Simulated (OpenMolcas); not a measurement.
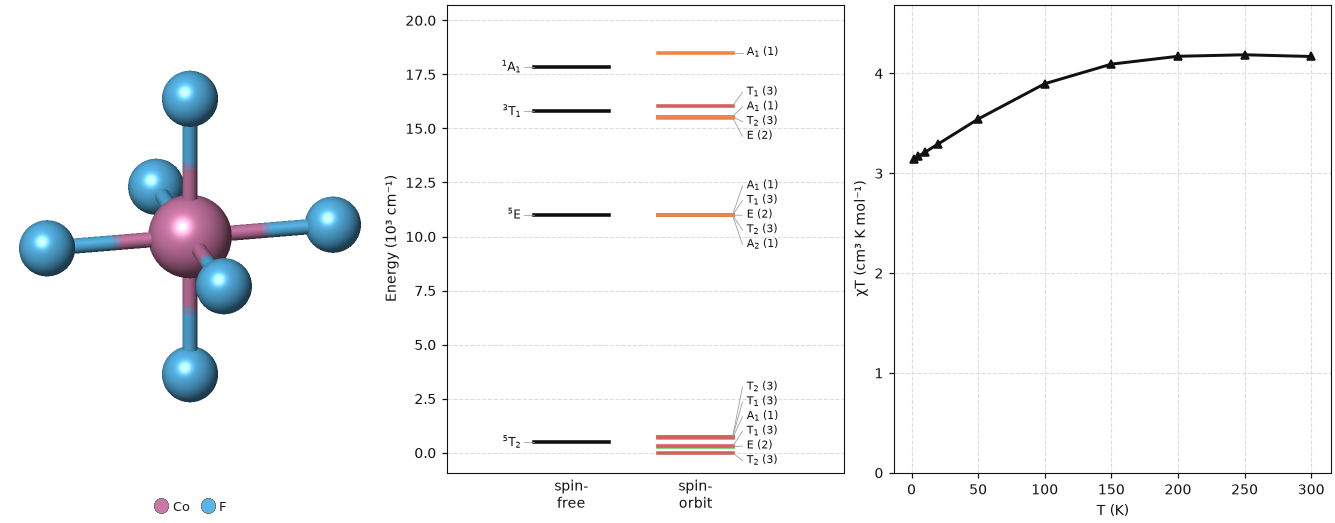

Co³⁺ (3d⁶) as a dopant in K₂NaGaF₆, a cluster with its 6 nearest F⁻ at 1.926 Å (octahedron) embedded in model potentials and point charges; the geometry was set, not optimised, and its levels and susceptibility. Labels give the representation in O, Td, D4 or D3 as the site allows (double group for half-integer spin) where it could be assigned and, in brackets, the degeneracy; spin-free states, where drawn, share the zero of the spin-orbit levels. Level of the calculation: state-averaged CASSCF, active space 6 electrons in the shell 3d, basis ANO-RCC-VTZP on the metal and ANO-RCC-VDZP on the ligands, DKH2 scalar Hamiltonian, spin-orbit coupling by RASSI with atomic mean-field integrals (OpenMolcas). Powder susceptibility by Van Vleck's formula.

Give the ground level, the first gap and the ligand-field bands.

Answer. The ground level is T₂, 3-fold degenerate, 100 % from states of spin multiplicity 5. The next level lies at 270 cm⁻¹ (E). The lowest spin-free state is ⁵T₂; of the same spin there follows at 10,500 cm⁻¹ (⁵E) above it. A ligand-field fit to the spin-free states gives |10Dq| = 11,000 cm⁻¹, B = 1,230 and C = 4,630 cm⁻¹ (rms misfit 200 cm⁻¹). χT is 3.14 cm³ K mol⁻¹ at 2 K and 4.17 at 300 K, an effective moment of 5.78 μB. The active orbitals hold 91 to 97 % metal character (Löwdin), and the Mulliken charge of the metal is +2.39.

Known limits: small active space favours high spin, ground spin may be wrong; the geometry is set by hand, with no relaxation and no charge compensation.
